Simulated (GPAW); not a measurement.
**Geometry relaxation, with input and output: GaF (part 1 of 2)**

GaF, computed with C09-vdW/plane waves, scalar-relativistic datasets (GPAW 26.7.0).

The geometry comes from this level: GFN2-xTB.

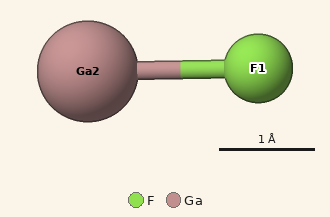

Figure 1. The input geometry (ball-and-stick view, seen at a tilt; atoms are numbered from 1 in the order of the input). Sticks mark near contacts. Bond lengths as drawn: F–Ga 1.80 Å.

### Key numbers

- outcome: converged
- energy relative to the program's reference atoms: 23.5630 eV
- largest force: 0.018 eV/Å
- HOMO: −6.97 eV
- LUMO: −2.25 eV
- dipole moment: 2.76 D
- hardware: 1 thread of Intel Xeon @ 2.50GHz (Skylake/Cascade Lake), 12 GiB of memory available, shared host
- wall time: 4.3 min
- peak memory: 1.4 GiB

### Notes

Settings chosen away from the usual ones: ecut set to 800 (from 500); smear set to marzari-vanderbilt; width set to 0.05; nbands set to 150%.

### Input (run.py)
```python
from ase.io import read, write
from ase.optimize import FIRE2
from gpaw import GPAW, PW

atoms = read('gs.xyz')
atoms.set_cell([11.0, 11.0, 11.0])
atoms.center()

dft = GPAW(mode=PW(800),
           xc={'name': 'C09-vdW', 'backend': 'libvdwxc'},
           occupations={'name': 'marzari-vanderbilt', 'width': 0.05},
           nbands='150%',
           maxiter=100,
           symmetry='off',
           txt='-')
atoms.calc = dft

opt = FIRE2(atoms, trajectory='gs.traj')
converged = opt.run(fmax=0.05, steps=100)
print('Converged:', converged)
print(f'Final energy = {atoms.get_potential_energy():.5f} eV')
print(f'r(Ga1-F0): {atoms.get_distance(1, 0):.4f} Ang')
write('relaxed.xyz', atoms)
```

### File gs.xyz
```
2

F      0.000000     0.000000     0.000000
Ga     0.000000     0.000000     1.799150
```

Command:
```bash
python run.py
```

### Log
```
__  _  _
 | _ |_)|_||  |
 |__||  | ||/\| - 26.7.0

units:  Angstrom and eV
cores:  1
OpenMP: False

Versions:
  Python: 3.12.14
  ASE:    3.29.0
  Numpy:  2.5.5
  Scipy:  1.18.1
  Libxc:  7.0.0

        _gpaw.cpython-312-x86_64-linux-gnu.so

Input parameters:
  mode=PW(ecut=800.0),
  maxiter=100,
  nbands='150%',
  occupations=Occupations(name='marzari-vanderbilt', width=0.05),
  symmetry=Symmetry(point_group=False, time_reversal=False),
  xc=XC(name='C09-vdW', backend='libvdwxc')

Diagonalizing LCAO Hamiltonian
Converting LCAO to pw mode
        .--------------------------.
       /|                          |
      / |                          |
     /  |                          |
    /   |                          |
   /    |                          |
  /     |                          |
 *      |                          |
 |      |                          |
 |      |         Ga               |
 |      |                          |
 |      |                          |
 |      |         F                |
 |      |                          |
 |      .--------------------------.
 |     /                          /
 |    /                          /
 |   /                          /
 |  /                          /
 | /                          /
 |/                          /
 *--------------------------*

Atoms  # Å, Bohr magnetons
|   | symbol |        x |        y |        z |    initial magnetic moments |
|---|--------|----------|----------|----------|-----------------------------|
| 0 |      F | 5.500000 | 5.500000 | 4.600425 | ( 0.0000,  0.0000,  0.0000) |
| 1 |     Ga | 5.500000 | 5.500000 | 6.399575 | ( 0.0000,  0.0000,  0.0000) |

Unit cell  # Å
| periodic |         x |         y |         z |   lengths |    angles |
|----------|-----------|-----------|-----------|-----------|-----------|
|       no | 11.000000 |  0.000000 |  0.000000 | 11.000000 | 90.000000 |
|       no |  0.000000 | 11.000000 |  0.000000 | 11.000000 | 90.000000 |
|       no |  0.000000 |  0.000000 | 11.000000 | 11.000000 | 90.000000 |

Number of symmetries: 1
Symmetry operations  # r_c * U_cc + t_c -> r_c
|   | kind |            matrix            |
|---|------|------------------------------|
| 0 |  E   |  1, 0, 0,  0, 1, 0,  0, 0, 1 |

BZ-sampling:
  Number of BZ points: 1
  Number of IBZ points: 1

  Monkhorst-Pack size: [1, 1, 1]
  Monkhorst-Pack shift: [0, 0, 0]

K-points  # in reciprocal-cell coordinates
|   |                                coordinates |     weight |
|---|--------------------------------------------|------------|
| 0 | (  0.00000000,   0.00000000,   0.00000000) | 1.00000000 |

Plane wave coefficients: 34158
Cutoff: 800.0 eV

Spin-components: 1 (collinear spins)
Bands:           8
Projectors:      10
Spin-degeneracy: 2
Datatype:        float64

  Storage: CPU
  Wave functions: 4_372_224 bytes (4_372_224 per core)
  Projectors: 11_477_088 bytes (11_477_088 per core)

Parallelization:
  kpt:    1
  domain: 1
  band:   1

Density:
  Valence electrons: 10.0
  Components: 1
  Grid points: [72 72 72]
  Charge: 0.0  # |e|

Potential:
  Grid points: [72 72 72]

species:
  F:
    name:    Fluorine
    Z:       9.0
    valence: 7
    core:    2
    charge:  0.0  # [|e|]
    file:    F.PBE.gz
    compensation charges:
      type: gauss
      rc: 0.20  # [Å]
      lmax: 2
    cutoffs:
      filter: 1.14  # [Å]
      core: 0.74  # [Å]
    projectors
    | kind |    occ | energy [eV] | rcut [Å] |
    |------|--------|-------------|----------|
    |   2s |  2.000 |     -29.898 |    0.635 |
    |   2p |  5.000 |     -11.110 |    0.635 |
    |    s |        |      -2.687 |    0.635 |
    |    p |        |      16.102 |    0.635 |
    |    d |        |       0.000 |    0.635 |

    Using partial waves for F as LCAO basis

  Ga:
    name:    Gallium
    Z:       31.0
    valence: 3
    core:    28
    charge:  0.0  # [|e|]
    file:    Ga.PBE.gz
    compensation charges:
      type: gauss
      rc: 0.37  # [Å]
      lmax: 2
    cutoffs:
      filter: 2.06  # [Å]
      core: 4.17  # [Å]
    projectors
    | kind |    occ | energy [eV] | rcut [Å] |
    |------|--------|-------------|----------|
    |   4s |  2.000 |      -8.945 |    1.164 |
    |   4p |  1.000 |      -2.580 |    1.164 |
    |    s |        |      18.266 |    1.164 |
    |    p |        |      24.631 |    1.164 |
    |    d |        |       0.000 |    1.164 |

    Using partial waves for Ga as LCAO basis

Reference energy: -55598.752314  # eV

eigensolver:
  PPCG
  Converge bands: occupied
  niter=2

density mixing:
  MSR1-Mixer
  Pratt-step length: 0.05
  Maximum mixing coefficient: 0.75
  Old densities: 10
  SVD Regularization: 0.005
  Good broyden scale: 1.0
  Trust region scale: 1.0
  Backstep threshold: 4.0
  History deletion threshold: 6.0
  Fourier metric: weight=20.0, sigma=0.015

occupation numbers:
  Marzari-Vanderbilt:
    width: 0.0500  # eV

poisson solver:
  ecut: 6400.0  # eV

xc functional:
  name: vdW-C09 with libvdwxc
  Mode: serial
  Semilocal: GGA_X_C09X+LDA_C_PW with 2 nearest neighbor stencil
  Corresponding non-local functional: vdW-DF
  Local blocksize: 144 x 144 x 144
  PAW datasets: PBE

Initialization done in: 11.641 s

convergence criteria:
- Maximum [total energy] change in last 3 cyles: 0.0005 eV / valence electron
- Maximum integral of absolute [dens]ity change: 0.0001 electrons / valence electron
- Maximum integral of absolute [eigenst]ate change: 4e-08 eV^2 / valence electron
maximum number of iterations: 100

SCF iterations
|iter     |     time |      energy | eigst |  dens |
|---------|----------|-------------|-------|-------|
|iter:   1| 00:00:12 |   22.362134 | -0.05 |       |
|iter:   2| 00:00:19 |   22.665965 | -1.37 | -0.86 |
|iter:   3| 00:00:25 |   23.538866 | +0.03 | -0.90 |
|iter:   4| 00:00:32 |   23.574858 | -1.44 | -1.21 |
|iter:   5| 00:00:38 |   23.587347 | -2.46 | -1.52 |
|iter:   6| 00:00:45 |   23.587566 | -3.92 | -2.44 |
|iter:   7| 00:00:52 |   23.587548c| -5.00 | -2.84 |
|iter:   8| 00:00:59 |   23.587546c| -6.27 | -3.43 |
|iter:   9| 00:01:06 |   23.587546c| -7.47c| -4.19c|

Converged in 9 steps
SCF loop duration: 54.561 s (6.062 s/step)
Energy contributions relative to reference atoms: (reference = -55598.752314)

Energy contributions:
  Kinetic:          14.985612
  Coulomb:         -14.935731
  Zero:              0.108740
  External:          0.000000
  Xc:               23.428924
  Entropy:           0.000000
  Spinorbit:         0.000000
  ----------------------------
  Free energy:      23.587546
  Extrapolated:     23.587546

dipole moment: (-0.000080, -0.000080, 0.510380)  # |e|*Ang

Fermi level: -4.451
Eigenvalues  # (at kpt = [0.000, 0.000, 0.000])
| band index |      eig [eV] | occ [0-2] |
|------------|---------------|-----------|
|          0 |       -26.953 |     2.000 |
|          1 |       -10.468 |     2.000 |
|          2 |        -8.364 |     2.000 |
|          3 |        -8.364 |     2.000 |
|          4 |        -6.703 |     2.000 |
|          5 |        -1.978 |     0.000 |
|          6 |        -1.978 |     0.000 |
|          7 |        -0.403 |     0.000 |

Gap: 4.725 eV
Transition (v -> c):
  (s=0, k=0, n=4, [0.00, 0.00, 0.00]) -> (s=0, k=0, n=5, [0.00, 0.00, 0.00])
No difference between direct/indirect transitions
vacuum-level: 0.199  # V

Forces  # eV/Ang
|        x |        y |        z |
|----------|----------|----------|
|  0.00000 |  0.00000 | -1.11488 |  # F    0
| -0.00000 | -0.00000 |  1.11370 |  # Ga   1

Force computation time: 0.609  # s
       Step     Time          Energy          fmax
FIRE2:    0 00:01:07       23.587546        1.114879
        .--------------------------.
       /|                          |
      / |                          |
     /  |                          |
    /   |                          |
   /    |                          |
  /     |                          |
 *      |                          |
 |      |                          |
 |      |         Ga               |
 |      |                          |
 |      |                          |
 |      |         F                |
 |      |                          |
 |      .--------------------------.
 |     /                          /
 |    /                          /
 |   /                          /
 |  /                          /
 | /                          /
 |/                          /
 *--------------------------*

Atoms  # Å, Bohr magnetons
|   | symbol |        x |        y |        z |    initial magnetic moments |
|---|--------|----------|----------|----------|-----------------------------|
| 0 |      F | 5.500000 | 5.500000 | 4.589276 | ( 0.0000,  0.0000,  0.0000) |
| 1 |     Ga | 5.500000 | 5.500000 | 6.410712 | ( 0.0000,  0.0000,  0.0000) |

Unit cell  # Å
| periodic |         x |         y |         z |   lengths |    angles |
|----------|-----------|-----------|-----------|-----------|-----------|
|       no | 11.000000 |  0.000000 |  0.000000 | 11.000000 | 90.000000 |
|       no |  0.000000 | 11.000000 |  0.000000 | 11.000000 | 90.000000 |
|       no |  0.000000 |  0.000000 | 11.000000 | 11.000000 | 90.000000 |

Initialization done in: 6.417 s

convergence criteria:
- Maximum [total energy] change in last 3 cyles: 0.0005 eV / valence electron
- Maximum integral of absolute [dens]ity change: 0.0001 electrons / valence electron
- Maximum integral of absolute [eigenst]ate change: 4e-08 eV^2 / valence electron
maximum number of iterations: 100

SCF iterations
|iter     |     time |      energy | eigst |  dens |
|---------|----------|-------------|-------|-------|
|iter:   1| 00:01:14 |   23.563763 | -2.10 |       |
|iter:   2| 00:01:20 |   23.565071 | -3.98 | -2.18 |
|iter:   3| 00:01:27 |   23.568383c| -2.64 | -2.24 |
|iter:   4| 00:01:34 |   23.569093c| -4.09 | -2.54 |
|iter:   5| 00:01:41 |   23.569293c| -4.18 | -2.87 |
|iter:   6| 00:01:50 |   23.569299c| -5.42 | -3.25 |
|iter:   7| 00:01:57 |   23.569299c| -6.40 | -3.60 |
|iter:   8| 00:02:04 |   23.569299c| -7.32 | -4.18c|
|iter:   9| 00:02:10 |   23.569299c| -7.84c| -4.80c|

Converged in 9 steps
SCF loop duration: 56.973 s (6.330 s/step)
Energy contributions relative to reference atoms: (reference = -55598.752314)

Energy contributions:
  Kinetic:          13.277523
  Coulomb:         -13.465659
  Zero:              0.104247
  External:          0.000000
  Xc:               23.653188
  Entropy:           0.000000
  Spinorbit:         0.000000
  ----------------------------
  Free energy:      23.569299
  Extrapolated:     23.569299

dipole moment: (-0.000071, -0.000071, 0.540987)  # |e|*Ang

Fermi level: -4.451
Eigenvalues  # (at kpt = [0.000, 0.000, 0.000])
| band index |      eig [eV] | occ [0-2] |
|------------|---------------|-----------|
|          0 |       -26.816 |     2.000 |
|          1 |       -10.383 |     2.000 |
|          2 |        -8.245 |     2.000 |
|          3 |        -8.245 |     2.000 |
|          4 |        -6.737 |     2.000 |
|          5 |        -2.014 |     0.000 |
|          6 |        -2.014 |     0.000 |
|          7 |        -0.430 |     0.000 |

Gap: 4.723 eV
Transition (v -> c):
  (s=0, k=0, n=4, [0.00, 0.00, 0.00]) -> (s=0, k=0, n=5, [0.00, 0.00, 0.00])
No difference between direct/indirect transitions
vacuum-level: 0.198  # V

Forces  # eV/Ang
|        x |        y |        z |
|----------|----------|----------|
| -0.00000 | -0.00000 | -0.53771 |  # F    0
|  0.00000 |  0.00000 |  0.53767 |  # Ga   1
```
